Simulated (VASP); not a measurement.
Band structure of Cu2ScSi2 (space group I4/mmm). All values below come from LDA (Ceperley-Alder, Perdew-Zunger), VASP's LDA PAW potentials (set 64) (plane waves; VASP 6.6.1).

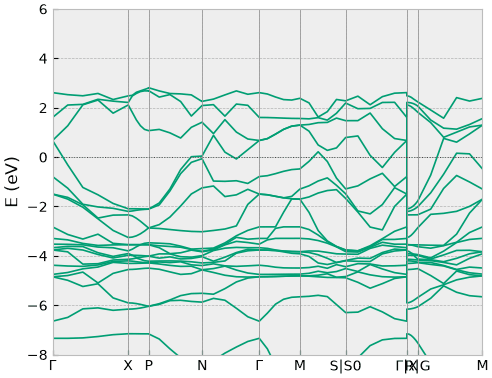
Bands along high-symmetry lines, zero at the valence-band maximum or, without a gap, the Fermi level

Task: Read the plot: is there a gap, and where are the band edges?

Result: It has no gap at this level: it comes out as a metal or semimetal.

The structure comes from a computed database's Cu2ScSi2 entry (I4/mmm); how it stands against other phases isn't given here. The cell was not relaxed at this level. The electron count is odd and the run is not spin-polarised, which forces a metal.
